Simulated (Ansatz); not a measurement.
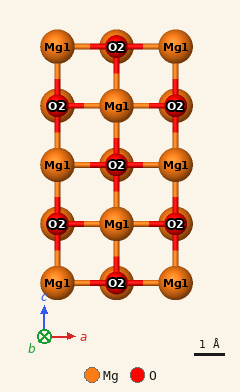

Starting structure of crystalline MgO (built on the rocksalt type). A ball-and-stick model of the conventional cell (4 times the calculation's cell), repeated 1 × 1 × 2 with one cell outlined, seen along the b axis. Lengths and directions refer to the drawn axes.

Theory: Ansatz 0.2.0, DFT, PBE, plane waves, PAW.

Input
```yaml
crystal:
  lattice:
    - [0.0, 2.009781, 2.009781]
    - [2.009781, 0.0, 2.009781]
    - [2.009781, 2.009781, 0.0]
  atoms:
    - { symbol: Mg, position: [0.0, 0.0, 0.0] }
    - { symbol: O, position: [0.5, 0.5, 0.5] }
kpoints:
  mp_grid: { grid: [10, 10, 10] }
hamiltonian:
  xc: pbe
scf:
  occupations: { method: fermi_dirac, width: 0.02 }
relax:
  f_tol: 0.005
  cell: {}
```

Launched with:
```bash
ansatz run input.yaml --threads 4 --pin off --max-ram 7372MiB --backend cpu --events-out ev --progress --plain --runs-dir out
```

Where does the relaxation end?

Answer. The atoms keep their places relative to the cell (all moves are under 0.005 Å). The volume changes by +18.5 %, with a = b = c 4.020 → 4.253 Å (+5.8 %). Among the contacts that change: Mg1–O2 2.010 → 2.127 Å. The space group stays Fm-3m (No. 225). After 6 accepted moves (8 points after the start) the energy has fallen by 146 meV per atom. All forces vanish by symmetry, so only the cell relaxes. The pressure goes from 35.93 to 0.04 GPa. The SCF was repeated twice at an unchanged geometry on a basis and grid sized afresh for the cell, which shifted the energy by 12.9 meV per atom at most. The run took 2 s on 4 threads of Arm Neoverse V2 (shared host), peak memory 0.27 GiB.

Final geometry:

```xyz
2
Lattice="0.0000 2.1267 2.1267 2.1267 0.0000 2.1267 2.1267 2.1267 0.0000" Properties=species:S:1:pos:R:3 pbc="T T T"
Mg    0.0000    0.0000    0.0000
O     2.1267    2.1267    2.1267
```

The end point in the same view:

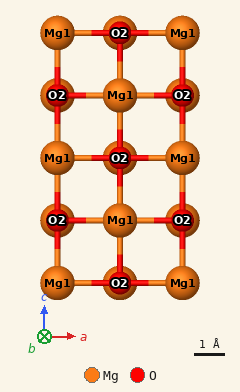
